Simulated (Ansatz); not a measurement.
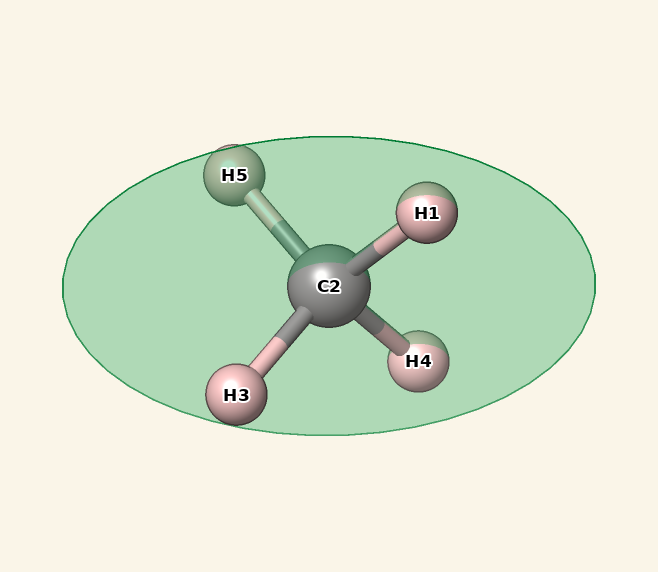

A disc through the centre of mass is drawn in. Distant atoms are faded towards the background colour. Computed geometry: PBE0-D4/def2-TZVP optimisation.

**Is the plane of the disc a mirror plane of the structure?**

Yes. The reflection leaves H1, C2, H4 in place and moves H3 ↔ H5. The point group is Td.
